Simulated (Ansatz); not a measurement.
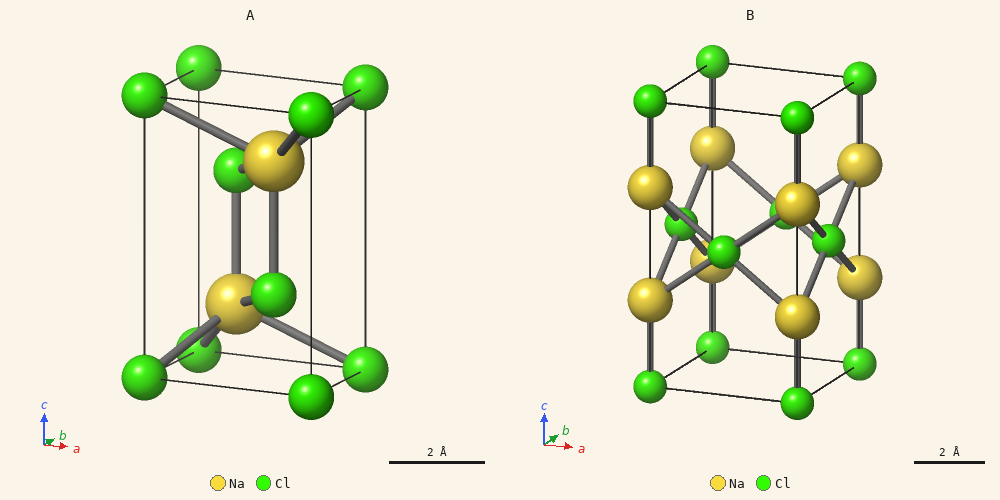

Two structures of Na₂Cl₃, each relaxed to rest (conventional cells in solid outline, small ones repeated, not to one scale). Method: DFT PBE, scalar-relativistic, plane waves, PAW in Ansatz 0.2.0, without spin polarisation.

State the structure in each panel.

Answer. A: 5 atoms a cell on a primitive hexagonal lattice, P-3m1. B: 5 atoms a cell on a primitive tetragonal lattice, P4/mmm.

Which has the lower energy, and by how much?

Answer. A is lower, by 76 meV/atom at this level of theory (energies at zero smearing). Volumes: A 24.7, B 36.3 Å³/atom.

One or both may be structure types tried for this composition rather than known phases.
